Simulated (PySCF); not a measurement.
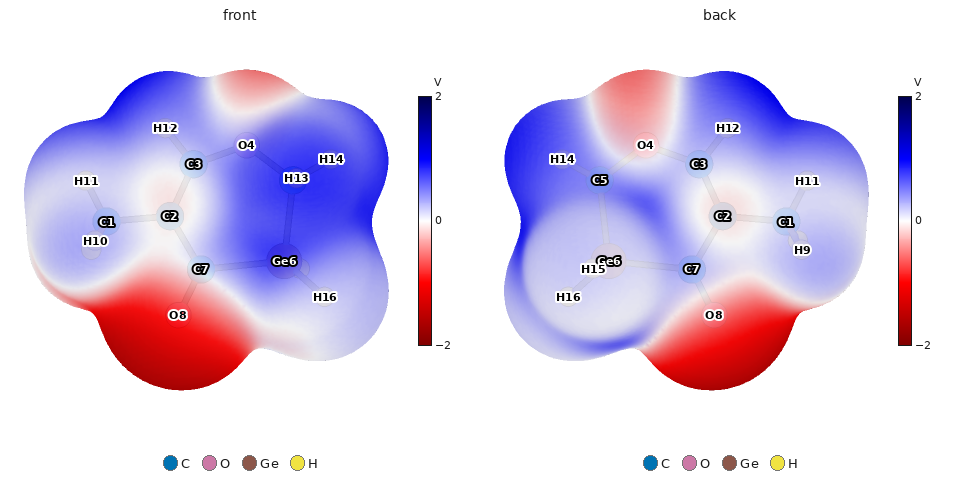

The picture shows: C$_{5}$H$_{8}$GeO$_{2}$ (SMILES CC1=CO[CH2][GeH2][C]1=O). The electrostatic potential painted on the density surface at 0.001 e/bohr³, seen from the front and from behind; red is negative and blue positive.

Geometry: GFN2-xTB.

Method: PBE0/def2-SVPD, SCF density, gas phase in PySCF.

```xyz
16

C     2.4286   -0.0173   -0.2883
C     0.9339   -0.0739   -0.1237
C     0.3286   -1.2725    0.0358
O    -0.9250   -1.6477    0.2742
C    -1.9193   -0.7070    0.6684
Ge   -1.7446    1.0585   -0.2370
C     0.2568    1.2111   -0.1957
O     0.8387    2.2709   -0.2919
H     2.6795    0.4814   -1.2230
H     2.8605    0.5735    0.5181
H     2.8691   -1.0103   -0.2801
H     0.9469   -2.1654   -0.0256
H    -1.8260   -0.5594    1.7543
H    -2.8707   -1.2106    0.4943
H    -2.3308    0.9999   -1.6239
H    -2.5340    2.0777    0.5328
```

Describe the electrostatic potential map.

Answer. The most negative region (about −1.6 V) lies over O8, the most positive (about +1.0 V) over H12. O8 is the likeliest acceptor of a hydrogen bond.
